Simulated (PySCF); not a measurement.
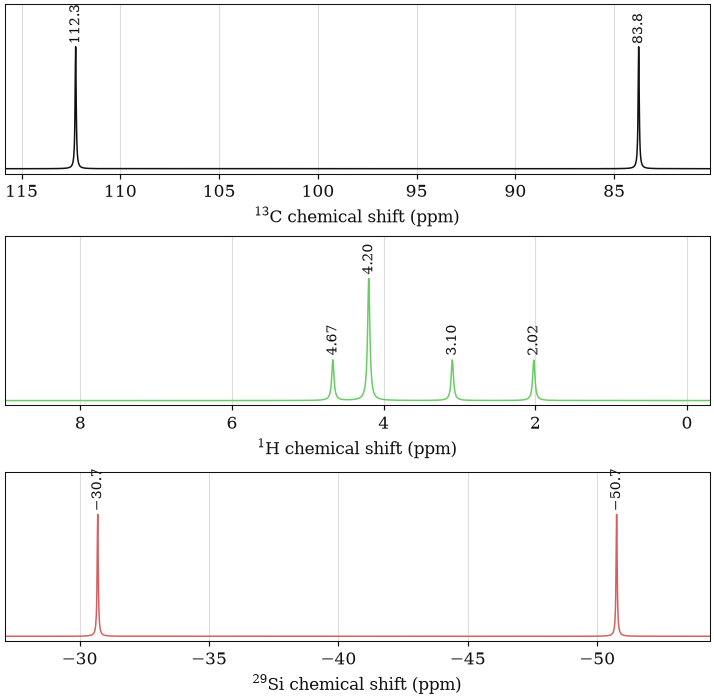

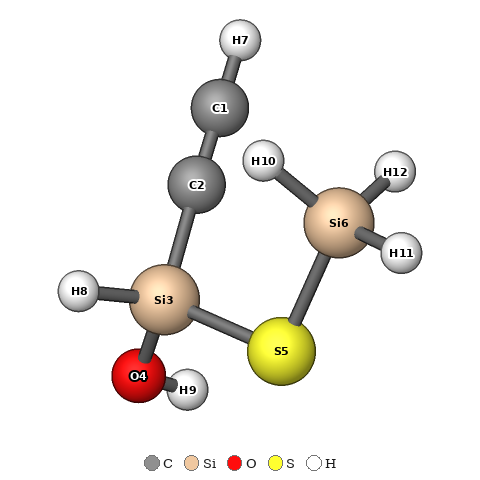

Spectrum and numbered structure of C₂H₆OSSi₂, SMILES C#C[Si@@H](O)S[SiH3]. GIAO shifts, HF/pcSseg-1 in PySCF, at a PBE0-D3(BJ)/def2-SVP geometry (no frequency check), against TMS for ¹³C, TMS for ¹H and TMS for ²⁹Si computed at the same level. Gas phase, fully decoupled, line heights follow the number of nuclei, widths are arbitrary (no quadrupolar broadening); values of one conformer, averaged over methyl-type rotors and exact or near symmetry; other conformers aren't averaged in. Protons on N, O or S are those of the isolated molecule, without hydrogen bonds to neighbours or exchange.

Assign the ¹³C signals to the numbered atoms.

```
δ (ppm)  nuclei  atoms
  112.3       1     C1
   83.8       1     C2
```

Which atoms give which ¹H line?

| δ (ppm) | nuclei | atoms |
| --- | --- | --- |
| 4.67 | 1 | H8 |
| 4.20 | 3 | H10, H11, H12 |
| 3.10 | 1 | H7 |
| 2.02 | 1 | H9 |

Assign the ²⁹Si signals to the numbered atoms.

| δ (ppm) | nuclei | atoms |
| --- | --- | --- |
| −30.7 | 1 | Si3 |
| −50.7 | 1 | Si6 |
